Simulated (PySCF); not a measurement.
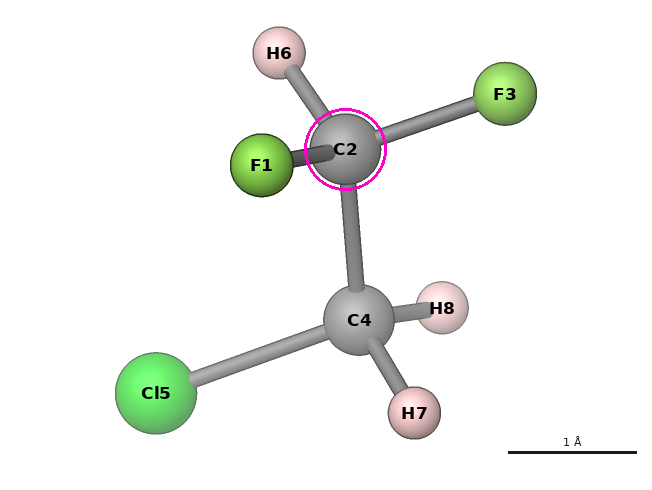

Orthographic view. Depth is shown by fading: the farther an atom, the more it takes the colour of the background. The geometry was computed by an optimisation with PBE0-D3(BJ)/def2-SVP. No frequency run is at hand to confirm it as a minimum.

> Which atoms are bonded to the circled atom?

The circled atom is C2; it is bonded to F1, F3, C4, H6.

> Which atom is nearest the viewer?

F1, 1.5 Å in front of the mean position.

> Which two atoms are farthest apart in space?

F3 and Cl5, 3.90 Å.

> Of C4 and H7, which is nearer the viewer?

H7; the bond to C4 points away from the viewer, so it looks shorter than its 1.10 Å.
